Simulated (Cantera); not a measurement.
Feed: 1 mol C₂H₅OH, 0.036 mol H₂O, a varied amount of H₂, at 1048 K and 1 atm.

These are equilibrium values from Cantera (NASA tables, ideal gas, pure condensed phases), not measurements of a reactor. Candidate condensed phases: C, C₆H₆, C₇H₈, C₈H₁₈, H₂O; 110 gas species. Equilibrium is a limit: real reactors are often held back by kinetics, nucleation or transport.

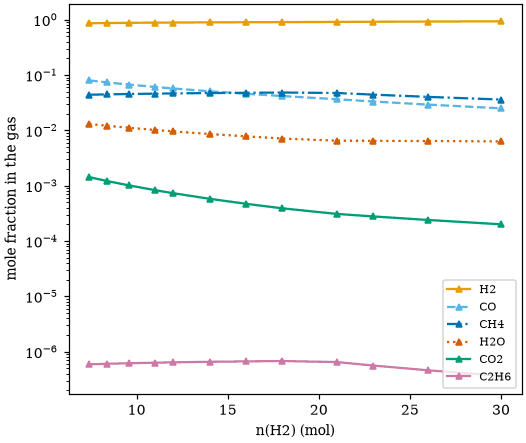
Fig. 1. Equilibrium gas composition (values under 1e-9 drawn at 1e-9)

Task: Read off the mole fractions at 21 mol H₂.

Result: H₂ about 0.91, CH₄ about 0.047, CO about 0.036, H₂O about 0.0065, CO₂ about 0.00031, C₂H₆ about 6.5e-7.
